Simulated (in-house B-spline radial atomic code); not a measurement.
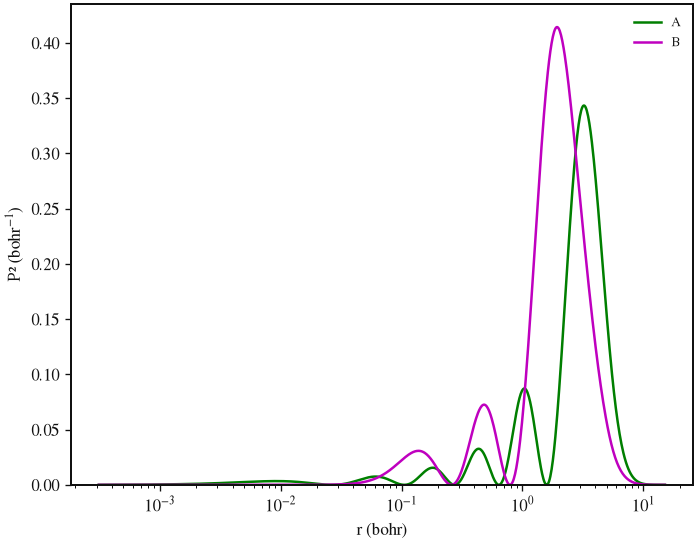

System: the neutral gadolinium atom, configuration [Xe] 4f7 5d1 6s2 (high spin). Level of theory: scalar-relativistic (spin-free one-electron X2C) SCAN, spin-polarised, spherical fractional occupations, Fermi nucleus, basis-set limit. Computed with an in-house B-spline radial code. Radial functions and radii carry no picture-change correction.

```
Z = 64
electrons = 64.0
configuration = [Xe] 4f7 5d1 6s2
hamiltonian = x2c
method = scan,scan
spin_polarised = True
nucleus = fermi
rms_radius = 5.1569
mass_number = 158
atomic_mass = 157.9241112
speed_of_light = 137.035999084
```

The plot shows the radial probability densities P² of 6s up and 5d up.

**Which curve belongs to which orbital?**

A is 6s up; B is 5d up. 5d up: outer maximum at 1.93 bohr, ⟨r⟩ = 2.71 bohr, 2 nodes, eigenvalue −3.19 eV; 6s up: outer maximum at 3.24 bohr, ⟨r⟩ = 3.77 bohr, 5 nodes, eigenvalue −4.61 eV.
